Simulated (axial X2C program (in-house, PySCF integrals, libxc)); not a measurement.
# All-electron X2C curves of CrLi⁺

Aim: find the lowest determinant of CrLi⁺, scan the bond at several levels and fit the constants, once spin-free and once with spin–orbit coupling.

Method: all-electron X2C, Cr dyall-cv3z, Li dyall-cv3z; program: an in-house X2C program for linear molecules on PySCF integrals.

All values are calculated.

**1. Set-up**

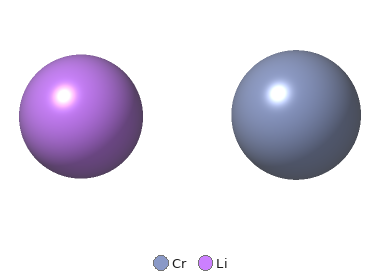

The two atoms at 2.550 Å (chromium light blue, lithium purple).

task.json

```json
{"zs": [24, 3], "q": 1, "bas": ["dyall-cv3z", "dyall-cv3z"], "levels": ["PBE0", "HF", "r2SCAN"], "cc": true, "r0": 2.55, "thr": -2.0, "nmax": 90, "npts": 10, "nst": 2, "ntry": 6}
```

Keys: zs atomic numbers; q charge; bas basis sets; levels methods (HF also brings MP2); cc coupled cluster on or off; r0 starting distance in Å; thr threshold in hartree for freezing inner shells (an s shell follows its p shell); nmax most natural virtual spinors; npts points asked for on the curve; nst determinants followed; ntry starts of the search.

Command:

```
$ python so2c.py task.json out
```

Spin-free means the one-electron spin-free X2C Hamiltonian; two-component (2c) means X2C with spin–orbit coupling and atomic mean-field two-electron Coulomb and Gaunt terms. Basis: Cr dyall-cv3z contracted to [9s10p6d3f2g], Li dyall-cv3z contracted to [7s8p2d]; Gaussian nuclei, density fitting. Masses: Cr 51.941 u, Li 7.016 u.

Notation: σ, π±, δ± give the projection m of an orbital's angular momentum (0, ±1, ±2), α and β its spin, Λ and M_S the sums; ω is the projection of a spinor's total angular momentum and Ω the sum. Logs are in hartree.

The results follow Hamiltonian by Hamiltonian and level by level.

**2. Which state to follow**

PBE0 moves the distance from 2.550 Å to 2.909 Å and compares determinants there.

Spin-free determinants:

```
ΔE (eV)           state                                       open shells
   0.00  M_S = 3, Λ = 0  beyond closed shells: 2 × σα, π+α, π-α, δ+α, δ-α
   0.81  M_S = 2, Λ = 0          beyond closed shells: π+α, π-α, δ+α, δ-α
   1.42  M_S = 2, Λ = 1           beyond closed shells: σα, π+α, δ+α, δ-α
   1.60  M_S = 2, Λ = 2           beyond closed shells: σα, π+α, π-α, δ+α
   2.81  M_S = 2, Λ = 0  beyond closed shells: 2 × σα, π+α, π-α, δ+α, δ-β
   3.20  M_S = 3, Λ = 1       beyond closed shells: 3 × σα, π+α, δ+α, δ-α
   3.37  M_S = 3, Λ = 2       beyond closed shells: 3 × σα, π+α, π-α, δ+α
```

Two-component determinants:

```json
{"ΔE (eV)": "0.00", "state": "Ω = 3", "open shells": "excess of +ω over −ω: ω = 1/2, ω = 5/2"}
{"ΔE (eV)": "0.81", "state": "Ω = 2", "open shells": "excess of +ω over −ω: ω = -1/2, ω = 5/2"}
{"ΔE (eV)": "1.41", "state": "Ω = 1", "open shells": "excess of +ω over −ω: ω = -3/2, ω = 5/2"}
{"ΔE (eV)": "1.63", "state": "Ω = 4", "open shells": "excess of +ω over −ω: ω = 3/2, ω = 5/2"}
{"ΔE (eV)": "2.77", "state": "Ω = 2", "open shells": "excess of +ω over −ω: ω = 1/2, ω = 3/2"}
{"ΔE (eV)": "2.78", "state": "Ω = 4", "open shells": "excess of +ω over −ω: 3 × ω = 1/2, ω = 5/2"}
{"ΔE (eV)": "2.82", "state": "Ω = 6", "open shells": "excess of +ω over −ω: ω = 1/2, 2 × ω = 3/2, ω = 5/2"}
```

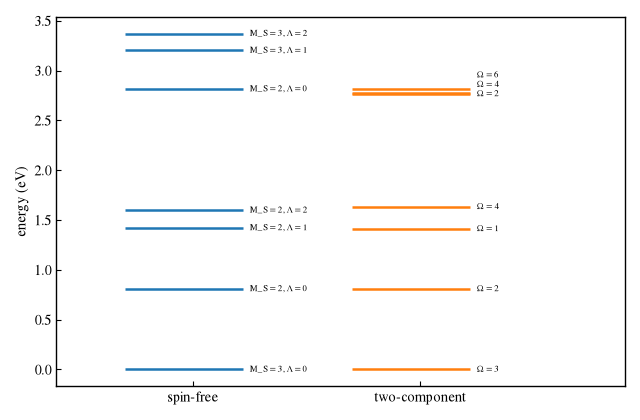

The determinants found, each set from its own lowest.

**3. PBE0, spin-free**

State followed: M_S = 3, Λ = 0 (beyond closed shells: 2 × σα, π+α, π-α, δ+α, δ-α). The scan is laid around 2.909 Å, a first estimate of the minimum, and this SCF restarts from the orbitals of the search.

The SCF at the reference distance of 2.909 Å:

```text
spin-free X2C-1e  PBE0
basis functions 149  fitting functions 795  grid points 5087
iter        total energy     max residual
   1      -1057.891964226     1.61e-05
   2      -1057.891964228     2.62e-05
   3      -1057.891964231     4.79e-06
   4      -1057.891964231     1.74e-06
converged
one-electron -1477.97095589  Coulomb 457.71098540  exact exchange -12.44218314  xc functional -38.28735586  nuclear repulsion 13.09754527
```

Along the bond, energies from the lowest point:

| R (Å) | E (eV) | μ (D) | HOMO (eV) | LUMO (eV) | iterations |
| --- | --- | --- | --- | --- | --- |
| 2.531 | 0.1032 | 5.80 | -10.52 | -6.58 | 10 |
| 2.647 | 0.0443 | 6.20 | -10.39 | -6.48 | 9 |
| 2.735 | 0.0181 | 6.50 | -10.30 | -6.39 | 9 |
| 2.822 | 0.0040 | 6.80 | -10.21 | -6.31 | 9 |
| 2.909 | 0.0000 | 7.11 | -10.12 | -6.22 | 4 |
| 3.011 | 0.0054 | 7.47 | -10.03 | -6.12 | 8 |
| 3.113 | 0.0192 | 7.84 | -9.93 | -6.07 | 8 |
| 3.244 | 0.0466 | 8.33 | -9.82 | -6.10 | 9 |
| 3.404 | 0.0897 | 8.94 | -9.68 | -6.14 | 9 |
| 3.636 | 0.1634 | 9.85 | -9.47 | -6.20 | 9 |

Dipoles are positive if Li is the positive end and refer to the centre of mass.

Outer orbitals at the reference distance:

```
symmetry  occupied  ε (eV)              atomic character
      σα       yes  -10.91  57% Cr d, 16% Cr s, 12% Li s
     π+α       yes  -10.55                      98% Cr d
     π-α       yes  -10.55                      98% Cr d
     δ+α       yes  -10.48                     100% Cr d
     δ-α       yes  -10.48                     100% Cr d
      σα       yes  -10.12  40% Cr d, 38% Cr s, 10% Li s
      σβ        no   -6.22  43% Cr s, 39% Li s, 10% Li p
      σα        no   -6.02  42% Cr p, 30% Li s, 17% Cr s
     π-α        no   -5.26   50% Cr p, 45% Li p, 2% Cr d
     π+α        no   -5.26   50% Cr p, 45% Li p, 2% Cr d
```

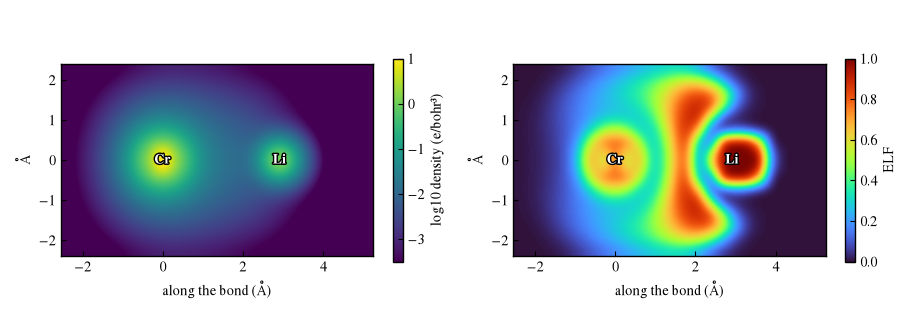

PBE0 fields in a plane through the axis, from a grid of 0.3 Å; Cr lies at z = 0 and Li at z = 2.909 Å; the ELF is damped to zero where the density is low.

Re = 2.906 Å, ωe = 216.4 cm⁻¹, ωexe = 1.58 cm⁻¹, Be = 0.3229 cm⁻¹, De = 0.849 eV, μ = 7.10 D.

**4. HF, spin-free**

Output at 2.909 Å:

```text
spin-free X2C-1e  HF
basis functions 149  fitting functions 795  grid points 5087
iter        total energy     max residual
   1      -1056.931157805     9.61e-02
   2      -1056.945082764     6.40e-03
   3      -1056.946301155     4.11e-03
   4      -1056.946642034     1.99e-03
   5      -1056.946877845     1.56e-03
   6      -1056.946974506     8.32e-04
   7      -1056.946988008     3.56e-04
   8      -1056.946989907     1.36e-04
   9      -1056.946990355     5.90e-05
  10      -1056.946990483     1.69e-05
  11      -1056.946990502     3.69e-06
  12      -1056.946990503     1.05e-06
converged
one-electron -1478.58504383  Coulomb 458.42209313  exact exchange -49.88158508  xc functional 0.00000000  nuclear repulsion 13.09754527
```

Re = 3.046 Å, ωe = 210.0 cm⁻¹, ωexe = 1.13 cm⁻¹, Be = 0.2939 cm⁻¹, De = 0.985 eV, μ = 6.60 D.

**5. r2SCAN, spin-free**

Output at 2.909 Å:

```text
spin-free X2C-1e  r2SCAN
basis functions 149  fitting functions 795  grid points 5087
iter        total energy     max residual
   1      -1058.091805618     2.94e-02
   2      -1058.093258378     1.14e-02
   3      -1058.091505112     2.59e-02
   4      -1058.093707692     2.88e-04
   5      -1058.093708416     3.24e-04
   6      -1058.093708832     6.48e-05
   7      -1058.093708856     2.14e-05
   8      -1058.093708858     4.88e-06
   9      -1058.093708858     5.42e-07
converged
one-electron -1477.80138331  Coulomb 457.53829964  exact exchange 0.00000000  xc functional -50.92817045  nuclear repulsion 13.09754527
```

Re = 2.857 Å, ωe = 224.7 cm⁻¹, ωexe = 1.77 cm⁻¹, Be = 0.3342 cm⁻¹, De = 0.796 eV, μ = 7.14 D.

**6. MP2 and beyond, spin-free**

Correlated methods: 6 electrons correlated (frozen shells, counted by type: Cr 3 s, 2 p; Li 1 s), 238 virtual spinors in MP2, 45 natural virtuals in coupled cluster.

Output of the correlated part at 2.909 Å:

```text
correlated 6  virtual 238  natural virtual 45  E(MP2) -0.092830635  MP2 remainder -0.001469893
iter   CCSD correlation   residual
   1     -0.095538686   4.81e-02
   2     -0.097190825   2.27e-02
   3     -0.097669983   1.09e-02
   4     -0.097704620   4.84e-03
   5     -0.097752993   1.92e-03
   6     -0.097750190   6.76e-04
   7     -0.097751296   2.52e-04
   8     -0.097750976   1.07e-04
   9     -0.097751472   4.44e-05
  10     -0.097751369   1.36e-05
  11     -0.097751418   2.99e-06
  12     -0.097751404   8.16e-07
(T) -0.002586497  T1 0.0323  D1 0.0608  max T2 0.038
```

T1 in the output is the amplitude norm over the root of the electron number; divide by √2 for the Lee–Taylor value.

MP2: Re = 2.931 Å, ωe = 226.3 cm⁻¹, Be = 0.3174 cm⁻¹, De = 0.900 eV.

CCSD: Re = 2.938 Å, ωe = 225.4 cm⁻¹, ωexe = 1.38 cm⁻¹, Be = 0.3159 cm⁻¹, De = 0.921 eV. T1 at Re = 0.023 (Lee–Taylor, the printed value over √2).

CCSD(T): Re = 2.931 Å, ωe = 226.8 cm⁻¹, ωexe = 1.4 cm⁻¹, Be = 0.3174 cm⁻¹, De = 0.921 eV. T1 at Re = 0.023 (Lee–Taylor, the printed value over √2).

**7. A higher determinant, spin-free**

State: M_S = 2, Λ = 0 (beyond closed shells: π+α, π-α, δ+α, δ-α).

Output at the reference distance:

```text
spin-free X2C-1e  PBE0
basis functions 149  fitting functions 795  grid points 5087
iter        total energy     max residual
   1      -1057.862250051     5.22e-06
   2      -1057.862250052     7.60e-06
converged
one-electron -1477.48783061  Coulomb 457.21729057  exact exchange -12.43053112  xc functional -38.25872416  nuclear repulsion 13.09754527
```

| R (Å) | E above the lowest PBE0 point (eV) |
| --- | --- |
| 2.531 | 0.973 |
| 2.647 | 0.887 |
| 2.735 | 0.847 |
| 2.822 | 0.821 |
| 2.909 | 0.809 |
| 3.011 | 0.806 |
| 3.113 | 0.813 |
| 3.244 | 0.832 |
| 3.404 | 0.866 |

Re = 2.986 Å, ωe = 210.3 cm⁻¹, Be = 0.3059 cm⁻¹, μ = 5.97 D. ⟨S²⟩ = 6.78 against 6.00 for a pure state, so this determinant mixes spins. Te = 0.81 eV.

**8. The spin-free curves together**

Energy (eV) of the followed determinant, spin-free, from each level's lowest point:

| R (Å) | PBE0 | HF | MP2 | CCSD | CCSD(T) | r2SCAN |
| --- | --- | --- | --- | --- | --- | --- |
| 2.531 | 0.103 | 0.194 | 0.128 | n/a | n/a | 0.081 |
| 2.647 | 0.044 | 0.106 | 0.058 | 0.061 | 0.059 | 0.030 |
| 2.735 | 0.018 | 0.060 | 0.026 | 0.028 | 0.026 | 0.009 |
| 2.822 | 0.004 | 0.029 | 0.007 | 0.008 | 0.007 | 0.000 |
| 2.909 | 0.000 | 0.010 | 0.000 | 0.000 | 0.000 | 0.001 |
| 3.011 | 0.005 | 0.000 | 0.003 | 0.002 | 0.003 | 0.011 |
| 3.113 | 0.019 | 0.001 | 0.016 | 0.015 | 0.016 | 0.030 |
| 3.244 | 0.047 | 0.016 | 0.045 | 0.043 | 0.045 | 0.062 |
| 3.404 | 0.090 | 0.050 | 0.092 | n/a | n/a | 0.110 |
| 3.636 | 0.163 | 0.118 | 0.176 | n/a | n/a | 0.188 |

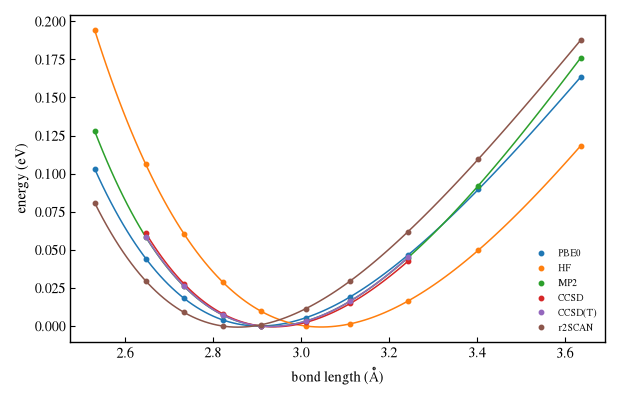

Curves of the followed state, spin-free, each from its own lowest point.

**9. PBE0, 2c**

State followed: Ω = 3 (excess of +ω over −ω: ω = 1/2, ω = 5/2). The scan is laid around 2.909 Å, a first estimate of the minimum, and this SCF restarts from the orbitals of the search.

The SCF at the reference distance of 2.909 Å:

```text
two-component X2C + atomic mean field  PBE0
basis functions 149  fitting functions 795  grid points 5087
iter        total energy     max residual
   1      -1057.638467657     1.64e-05
   2      -1057.638467663     1.11e-05
   3      -1057.638467664     6.19e-06
converged
one-electron -1477.34376672  Coulomb 457.58632619  exact exchange -12.43920364  xc functional -38.27808689  nuclear repulsion 13.09754527  atomic mean-field constant -0.26128188
```

Along the bond, energies from the lowest point:

| R (Å) | E (eV) | μ (D) | HOMO (eV) | LUMO (eV) | iterations |
| --- | --- | --- | --- | --- | --- |
| 2.531 | 0.1035 | 5.80 | -10.52 | -6.58 | 10 |
| 2.647 | 0.0445 | 6.20 | -10.39 | -6.48 | 9 |
| 2.735 | 0.0182 | 6.50 | -10.30 | -6.40 | 9 |
| 2.822 | 0.0041 | 6.80 | -10.21 | -6.31 | 9 |
| 2.909 | 0.0000 | 7.11 | -10.12 | -6.23 | 3 |
| 3.011 | 0.0053 | 7.47 | -10.03 | -6.13 | 8 |
| 3.113 | 0.0191 | 7.84 | -9.93 | -6.06 | 8 |
| 3.244 | 0.0464 | 8.33 | -9.82 | -6.09 | 9 |
| 3.404 | 0.0894 | 8.93 | -9.68 | -6.14 | 9 |
| 3.636 | 0.1631 | 9.84 | -9.47 | -6.20 | 9 |

Dipoles are positive if Li is the positive end and refer to the centre of mass.

Outer spinors at the reference distance:

```
   ω  occupied  ε (eV)              atomic character  λ mixture
 1/2       yes  -10.91  57% Cr d, 16% Cr s, 12% Li s     100% σ
-1/2       yes  -10.57                      98% Cr d     100% π
 3/2       yes  -10.54                      98% Cr d     100% π
-3/2       yes  -10.51                     100% Cr d     100% δ
 5/2       yes  -10.45                     100% Cr d     100% δ
 1/2       yes  -10.12  40% Cr d, 38% Cr s, 10% Li s     100% σ
-1/2        no   -6.23  43% Cr s, 39% Li s, 10% Li p     100% σ
 1/2        no   -6.02  42% Cr p, 30% Li s, 17% Cr s     100% σ
-1/2        no   -5.26   50% Cr p, 45% Li p, 2% Cr d     100% π
 3/2        no   -5.25   50% Cr p, 45% Li p, 3% Cr d     100% π
```

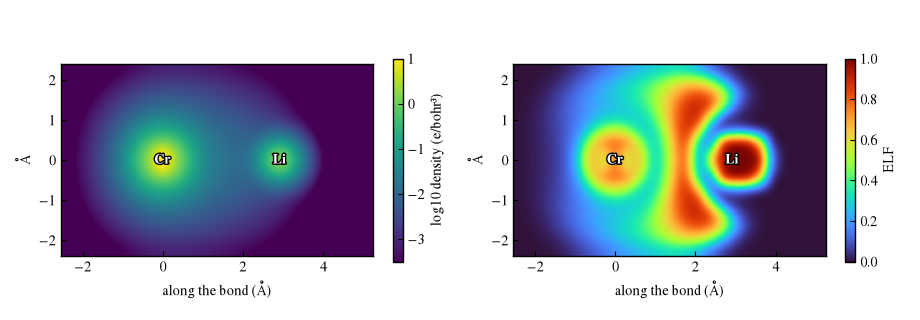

PBE0 fields in a plane through the axis, from a grid of 0.3 Å; Cr lies at z = 0 and Li at z = 2.909 Å; the ELF is damped to zero where the density is low.

Re = 2.907 Å, ωe = 216.3 cm⁻¹, ωexe = 1.58 cm⁻¹, Be = 0.3228 cm⁻¹, De = 0.849 eV, μ = 7.10 D.

**10. HF, 2c**

Output at 2.909 Å:

```text
two-component X2C + atomic mean field  HF
basis functions 149  fitting functions 795  grid points 5087
iter        total energy     max residual
   1      -1056.677991690     9.62e-02
   2      -1056.691913162     6.40e-03
   3      -1056.693131259     4.13e-03
   4      -1056.693471959     1.99e-03
   5      -1056.693707715     1.55e-03
   6      -1056.693804147     8.29e-04
   7      -1056.693817556     3.54e-04
   8      -1056.693819439     1.35e-04
   9      -1056.693819883     5.82e-05
  10      -1056.693820011     1.64e-05
  11      -1056.693820030     4.40e-06
  12      -1056.693820031     3.18e-06
  13      -1056.693820031     2.13e-06
converged
one-electron -1477.95746128  Coulomb 458.29707042  exact exchange -49.86969256  xc functional 0.00000000  nuclear repulsion 13.09754527  atomic mean-field constant -0.26128188
```

Re = 3.047 Å, ωe = 209.9 cm⁻¹, ωexe = 1.13 cm⁻¹, Be = 0.2937 cm⁻¹, De = 0.985 eV, μ = 6.61 D.

**11. r2SCAN, 2c**

Output at 2.909 Å:

```text
two-component X2C + atomic mean field  r2SCAN
basis functions 149  fitting functions 795  grid points 5087
iter        total energy     max residual
   1      -1057.838043714     2.94e-02
   2      -1057.839501637     1.14e-02
   3      -1057.837756039     2.59e-02
   4      -1057.839949976     2.88e-04
   5      -1057.839950699     3.24e-04
   6      -1057.839951113     6.47e-05
   7      -1057.839951137     2.13e-05
   8      -1057.839951139     4.84e-06
   9      -1057.839951139     5.36e-07
converged
one-electron -1477.17443119  Coulomb 457.41390040  exact exchange 0.00000000  xc functional -50.91568374  nuclear repulsion 13.09754527  atomic mean-field constant -0.26128188
```

Re = 2.857 Å, ωe = 224.6 cm⁻¹, ωexe = 1.77 cm⁻¹, Be = 0.3341 cm⁻¹, De = 0.795 eV, μ = 7.14 D.

**12. Correlated methods, 2c**

Correlated methods: 6 electrons correlated (frozen shells, counted by type: Cr 3 s, 2 p; Li 1 s), 238 virtual spinors in MP2, 45 natural virtuals in coupled cluster.

Output of the correlated part at 2.909 Å:

```text
correlated 6  virtual 238  natural virtual 45  E(MP2) -0.092782944  MP2 remainder -0.001470351
iter   CCSD correlation   residual
   1     -0.095493761   4.80e-02
   2     -0.097144177   2.27e-02
   3     -0.097621628   1.08e-02
   4     -0.097656071   4.82e-03
   5     -0.097704162   1.91e-03
   6     -0.097701361   6.72e-04
   7     -0.097702460   2.50e-04
   8     -0.097702143   1.06e-04
   9     -0.097702633   4.40e-05
  10     -0.097702531   1.34e-05
  11     -0.097702580   2.97e-06
  12     -0.097702566   8.08e-07
(T) -0.002581715  T1 0.0322  D1 0.0607  max T2 0.038
```

MP2: Re = 2.932 Å, ωe = 226.2 cm⁻¹, Be = 0.3172 cm⁻¹, De = 0.900 eV.

CCSD: Re = 2.939 Å, ωe = 225.3 cm⁻¹, ωexe = 1.38 cm⁻¹, Be = 0.3157 cm⁻¹, De = 0.921 eV. T1 at Re = 0.023 (Lee–Taylor, the printed value over √2).

CCSD(T): Re = 2.932 Å, ωe = 226.6 cm⁻¹, ωexe = 1.4 cm⁻¹, Be = 0.3172 cm⁻¹, De = 0.920 eV. T1 at Re = 0.023 (Lee–Taylor, the printed value over √2).

**13. A higher determinant, 2c**

State: Ω = 2 (excess of +ω over −ω: ω = -1/2, ω = 5/2).

Output at the reference distance:

```text
two-component X2C + atomic mean field  PBE0
basis functions 149  fitting functions 795  grid points 5087
iter        total energy     max residual
   1      -1057.608762451     3.68e-05
   2      -1057.608762458     4.04e-05
   3      -1057.608762469     2.06e-05
   4      -1057.608762488     1.71e-05
   5      -1057.608762496     3.83e-06
   6      -1057.608762497     1.26e-06
converged
one-electron -1476.87117432  Coulomb 457.10388483  exact exchange -12.42776095  xc functional -38.24997546  nuclear repulsion 13.09754527  atomic mean-field constant -0.26128188
```

| R (Å) | E above the lowest PBE0 point (eV) |
| --- | --- |
| 2.531 | 0.974 |
| 2.647 | 0.888 |
| 2.735 | 0.847 |
| 2.822 | 0.821 |
| 2.909 | 0.808 |
| 3.011 | 0.805 |
| 3.113 | 0.812 |
| 3.244 | 0.831 |
| 3.404 | 0.865 |

Re = 2.988 Å, ωe = 209.6 cm⁻¹, Be = 0.3054 cm⁻¹, μ = 5.97 D. Te = 0.80 eV.

**14. The 2c curves together**

Energy (eV) of the followed determinant, 2c, from each level's lowest point:

| R (Å) | PBE0 | HF | MP2 | CCSD | CCSD(T) | r2SCAN |
| --- | --- | --- | --- | --- | --- | --- |
| 2.531 | 0.104 | 0.195 | 0.128 | n/a | n/a | 0.081 |
| 2.647 | 0.044 | 0.106 | 0.059 | 0.061 | 0.059 | 0.030 |
| 2.735 | 0.018 | 0.061 | 0.026 | 0.028 | 0.026 | 0.009 |
| 2.822 | 0.004 | 0.029 | 0.007 | 0.008 | 0.007 | 0.000 |
| 2.909 | 0.000 | 0.010 | 0.000 | 0.000 | 0.000 | 0.001 |
| 3.011 | 0.005 | 0.000 | 0.003 | 0.002 | 0.003 | 0.011 |
| 3.113 | 0.019 | 0.001 | 0.016 | 0.015 | 0.016 | 0.030 |
| 3.244 | 0.046 | 0.016 | 0.045 | 0.042 | 0.045 | 0.062 |
| 3.404 | 0.089 | 0.049 | 0.092 | n/a | n/a | 0.109 |
| 3.636 | 0.163 | 0.118 | 0.175 | n/a | n/a | 0.187 |

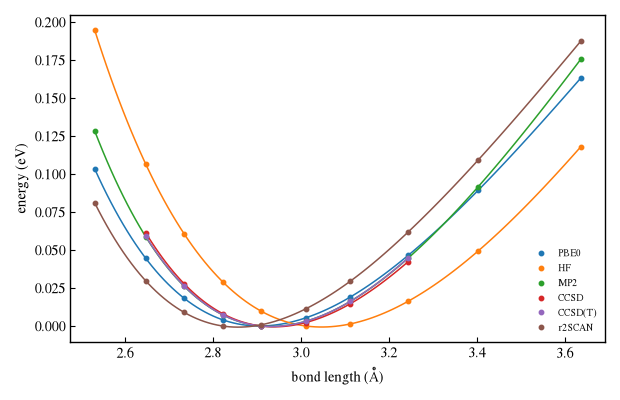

Curves of the followed state, 2c, each from its own lowest point.

The whole job took 82 s on 1 thread of Arm Neoverse V1, shared host.

**15. What came out**

Lowest determinant that the search found at its distance, spin-free: M_S = 3, Λ = 0 (beyond closed shells: 2 × σα, π+α, π-α, δ+α, δ-α).

Lowest determinant that the search found at its distance, 2c: Ω = 3 (excess of +ω over −ω: ω = 1/2, ω = 5/2).

```json
{"Hamiltonian": "spin-free", "level": "PBE0", "Re (Å)": "2.906", "ωe (cm⁻¹)": "216.4", "De (eV)": "0.849", "μ (D)": "7.10"}
{"Hamiltonian": "spin-free", "level": "HF", "Re (Å)": "3.046", "ωe (cm⁻¹)": "210.0", "De (eV)": "0.985", "μ (D)": "6.60"}
{"Hamiltonian": "spin-free", "level": "MP2", "Re (Å)": "2.931", "ωe (cm⁻¹)": "226.3", "De (eV)": "0.900", "μ (D)": "n/a"}
{"Hamiltonian": "spin-free", "level": "CCSD", "Re (Å)": "2.938", "ωe (cm⁻¹)": "225.4", "De (eV)": "0.921", "μ (D)": "n/a"}
{"Hamiltonian": "spin-free", "level": "CCSD(T)", "Re (Å)": "2.931", "ωe (cm⁻¹)": "226.8", "De (eV)": "0.921", "μ (D)": "n/a"}
{"Hamiltonian": "spin-free", "level": "r2SCAN", "Re (Å)": "2.857", "ωe (cm⁻¹)": "224.7", "De (eV)": "0.796", "μ (D)": "7.14"}
{"Hamiltonian": "2c", "level": "PBE0", "Re (Å)": "2.907", "ωe (cm⁻¹)": "216.3", "De (eV)": "0.849", "μ (D)": "7.10"}
{"Hamiltonian": "2c", "level": "HF", "Re (Å)": "3.047", "ωe (cm⁻¹)": "209.9", "De (eV)": "0.985", "μ (D)": "6.61"}
{"Hamiltonian": "2c", "level": "MP2", "Re (Å)": "2.932", "ωe (cm⁻¹)": "226.2", "De (eV)": "0.900", "μ (D)": "n/a"}
{"Hamiltonian": "2c", "level": "CCSD", "Re (Å)": "2.939", "ωe (cm⁻¹)": "225.3", "De (eV)": "0.921", "μ (D)": "n/a"}
{"Hamiltonian": "2c", "level": "CCSD(T)", "Re (Å)": "2.932", "ωe (cm⁻¹)": "226.6", "De (eV)": "0.920", "μ (D)": "n/a"}
{"Hamiltonian": "2c", "level": "r2SCAN", "Re (Å)": "2.857", "ωe (cm⁻¹)": "224.6", "De (eV)": "0.795", "μ (D)": "7.14"}
```

Dipoles are positive if Li is the positive end and refer to the centre of mass.

Time per point (s) on 1 thread of Arm Neoverse V1, shared host (2c runs; CCSD comes with the CCSD(T) run); the times are rough: PBE0 0.35, HF 0.25, MP2 0.33, CCSD(T) 0.81, r2SCAN 0.45.

What this shows: At CCSD(T), going from spin-free to two-component changes Re by +1 mÅ, ωe by -0.1 %, which is small (part of it comes from the scalar share of the two-electron terms). De moves by 0.00 eV; both De rest on single-determinant atoms, which can miss part of an open shell's spin–orbit lowering.

De refers to Cr + Li+, each in the lowest determinant found, which need not be this curve's own limit. Each curve is one determinant whose occupation by symmetry is held fixed; it was picked as the lowest of a PBE0 search that is not exhaustive. De is counted from the lowest determinant-based energies of the atoms at the same level, without counterpoise correction. Density functionals use the spin component along the axis (collinear). Coupled cluster ran in a truncated set of natural virtual spinors; the MP2 energy of the rest was added. The meta-GGAs lack a current-density term, which matters for open shells with orbital currents, atoms included. With several unpaired electrons one determinant need not be a pure state. T1 at Re is 0.023 (Lee–Taylor), above the customary mark of 0.02.
